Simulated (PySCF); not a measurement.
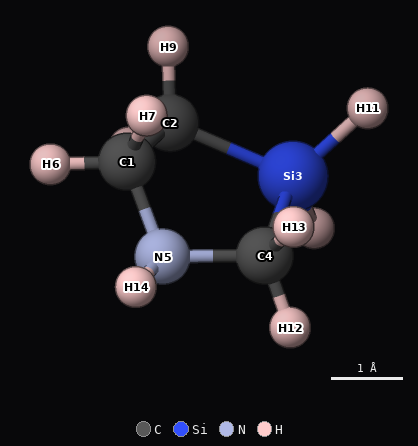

Figure 1. The structure as given in the input (ball-and-stick view, seen at a tilt; atoms are numbered from 1 in the order of the input).

## C3H9NSi: geometry relaxation

C3H9NSi, computed with PBE0-D3(BJ)/def2-SVP geometry optimisation from the GFN2-xTB point and Hessian, gas phase (PySCF 2.14.0).

### Input
```
{"job": {"xc": "PBE0", "basis": "def2-SVP", "kind": "refine"}, "charge": 0, "multiplicity": 1}
C     -0.931808    -0.800777     0.384225
C     -1.209528     0.592075    -0.187730
Si     0.532666     1.339714    -0.388357
C      1.370224    -0.328810     0.016510
N      0.293150    -1.276613    -0.228080
H     -1.736591    -1.503630     0.152300
H     -0.846324    -0.730506     1.484492
H     -1.703634     0.495681    -1.153286
H     -1.876110     1.151760     0.464683
H      0.807330     1.808183    -1.746316
H      0.846277     2.375819     0.602034
H      2.213525    -0.583218    -0.625298
H      1.730193    -0.357169     1.058277
H      0.531751    -2.207873     0.099330
```

The first line tells a small driver script what to run in PySCF; the rest is the geometry in Å.

Launched with:
```bash
OMP_NUM_THREADS=1 python <driver script> task.json out
```

### Log
```
step      E/eV     max force
  0    -12610.53431   1.1196
  1    -12610.58697   0.1562
  2    -12610.58911   0.0345
  3    -12610.58932   0.0112
```

### Trajectory as extended XYZ (Å, eV, eV/Å), 4 frames, from step=0 to step=3
```
14
Properties=species:S:1:pos:R:3:forces:R:3 step=0 energy=-12610.53431
C    -0.9318   -0.8008    0.3842    0.3340   0.0550  -0.2710
C    -1.2095    0.5921   -0.1877    0.1960  -0.0870   0.1940
Si    0.5327    1.3397   -0.3884   -0.4100  -0.9950   0.3090
C     1.3702   -0.3288    0.0165   -0.1550  -0.2180  -0.1600
N     0.2932   -1.2766   -0.2281   -0.1100   0.1500  -0.0440
H    -1.7366   -1.5036    0.1523   -0.2870  -0.1570   0.0260
H    -0.8463   -0.7305    1.4845   -0.0800   0.0110   0.2850
H    -1.7036    0.4957   -1.1533   -0.1120   0.0350  -0.4320
H    -1.8761    1.1518    0.4647   -0.2320   0.3290   0.2280
H     0.8073    1.8082   -1.7463    0.1350   0.2610  -0.5130
H     0.8463    2.3758    0.6020    0.1430   0.4360   0.2810
H     2.2135   -0.5832   -0.6253    0.4100   0.0800  -0.2120
H     1.7302   -0.3572    1.0583    0.1420   0.1840   0.3230
H     0.5318   -2.2079    0.0993    0.0270  -0.0840  -0.0140
14
Properties=species:S:1:pos:R:3:forces:R:3 step=1 energy=-12610.58697
C    -0.9348   -0.8163    0.3741   -0.0900  -0.0330   0.0860
C    -1.2243    0.5924   -0.1631   -0.0520   0.0340  -0.0450
Si    0.5227    1.3034   -0.3888    0.0710   0.1390   0.0060
C     1.3842   -0.3419    0.0351    0.0560   0.0330   0.0430
N     0.3004   -1.2736   -0.2331    0.0430  -0.1090   0.0340
H    -1.7476   -1.5216    0.1293    0.0380   0.0210   0.0030
H    -0.8785   -0.7695    1.4889    0.0090  -0.0050  -0.0680
H    -1.7288    0.5341   -1.1421    0.0510   0.0070   0.0360
H    -1.8718    1.1747    0.5102    0.0420  -0.0130  -0.0080
H     0.8014    1.7862   -1.7770   -0.0250  -0.0620  -0.0020
H     0.8768    2.4259    0.5435   -0.0380  -0.0950  -0.0010
H     2.2654   -0.5622   -0.5897   -0.0560   0.0200  -0.0060
H     1.7280   -0.3313    1.0967   -0.0350   0.0090  -0.0480
H     0.5279   -2.2256    0.0490   -0.0150   0.0550  -0.0310
14
Properties=species:S:1:pos:R:3:forces:R:3 step=2 energy=-12610.58911
C    -0.9368   -0.8124    0.3791   -0.0040  -0.0060   0.0050
C    -1.2227    0.5928   -0.1705   -0.0080  -0.0010  -0.0050
Si    0.5240    1.3070   -0.3832   -0.0110  -0.0210  -0.0250
C     1.3850   -0.3409    0.0277   -0.0010   0.0000   0.0100
N     0.2995   -1.2762   -0.2241   -0.0020   0.0140   0.0010
H    -1.7485   -1.5187    0.1384    0.0060   0.0010   0.0010
H    -0.8799   -0.7564    1.4911   -0.0010  -0.0020   0.0000
H    -1.7118    0.5274   -1.1553    0.0090   0.0020   0.0050
H    -1.8761    1.1783    0.4927    0.0090  -0.0030  -0.0020
H     0.7989    1.7839   -1.7737    0.0020   0.0110   0.0250
H     0.8639    2.4012    0.5784    0.0120   0.0170  -0.0090
H     2.2529   -0.5585   -0.6144   -0.0050   0.0040  -0.0010
H     1.7445   -0.3291    1.0820   -0.0060   0.0020  -0.0040
H     0.5283   -2.2237    0.0647    0.0010  -0.0200  -0.0010
14
Properties=species:S:1:pos:R:3:forces:R:3 step=3 energy=-12610.58932
C    -0.9372   -0.8149    0.3777    0.0080   0.0050  -0.0060
C    -1.2224    0.5927   -0.1671   -0.0010   0.0000   0.0040
Si    0.5239    1.3064   -0.3861    0.0010  -0.0050   0.0050
C     1.3839   -0.3399    0.0319   -0.0020  -0.0020  -0.0070
N     0.3002   -1.2756   -0.2258   -0.0010  -0.0010   0.0060
H    -1.7478   -1.5206    0.1327   -0.0020  -0.0010   0.0000
H    -0.8817   -0.7636    1.4899   -0.0010   0.0000   0.0010
H    -1.7153    0.5317   -1.1499   -0.0010   0.0010  -0.0010
H    -1.8708    1.1780    0.5009    0.0000   0.0000  -0.0010
H     0.7977    1.7807   -1.7766    0.0000  -0.0010   0.0010
H     0.8700    2.4086    0.5652   -0.0020   0.0000  -0.0020
H     2.2550   -0.5567   -0.6058    0.0010  -0.0010   0.0000
H     1.7367   -0.3269    1.0881    0.0010   0.0020   0.0030
H     0.5289   -2.2253    0.0576    0.0000   0.0050  -0.0020
```

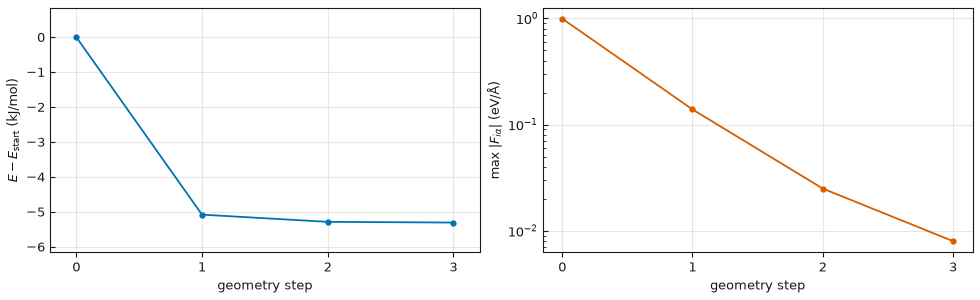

Figure 2. Progress of the relaxation, step by step (steps are counted from 0).

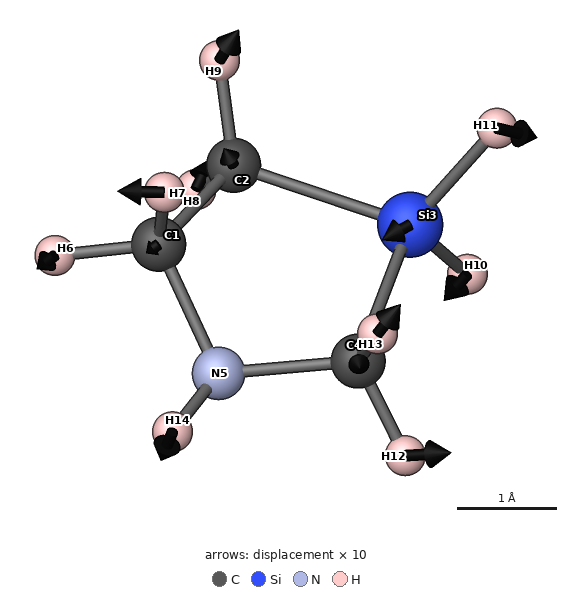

Figure 3. The starting structure with the displacements as black arrows, magnified 10 times (ball-and-stick view, seen at a tilt). The two geometries are laid on each other by the best rigid fit. The energy falls by 5.31 kJ/mol in 3 geometry steps. Largest force component: 0.99 eV/Å at the start, 0.008 eV/Å at the end. The largest move after the best rigid fit is that of H11, 0.055 Å. By element the largest moves are H 0.055 Å, Si 0.035 Å, C 0.024 Å, N 0.007 Å. Distances before and after: Si3–H10 1.462 → 1.494 Å, Si3–H11 1.467 → 1.497 Å, C4–H13 1.103 → 1.114 Å, C1–H6 1.093 → 1.102 Å. Among the angles that change: H10–Si3–H11 111.1° → 108.4°, N5–C4–H12 108.8° → 111.1°. (Atoms are counted from 1 in the order of the input.)

### Key numbers

```csv
quantity,value
outcome,converged
total energy,−463.430614 hartree
hardware,"1 CPU thread, shared host"
wall time,32 s
peak memory,0.57 GiB
```
